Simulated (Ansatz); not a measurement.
Response to strain in C

The reference is C in the diamond structure (space group Fd-3m, No. 227; a = 3.572 Å).

Strains are applied to the cell and any free atomic positions relax.

Computed with DFT with PBE, PAW potentials and a 420 eV plane-wave cutoff in Ansatz (an electronic-structure program), without spin-orbit coupling.

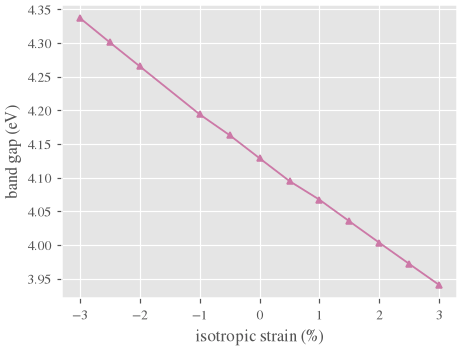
Band gap against isotropic strain

### Question
From the plot, what is the band gap for isotropic strain +1.50 %?

### Answer
About 4.04 eV.

### Question
Is the trend monotonic over the range shown?

### Answer
Yes, it falls throughout, spanning 3.94 eV to 4.34 eV.

Whether these cells are dynamically stable was not tested.
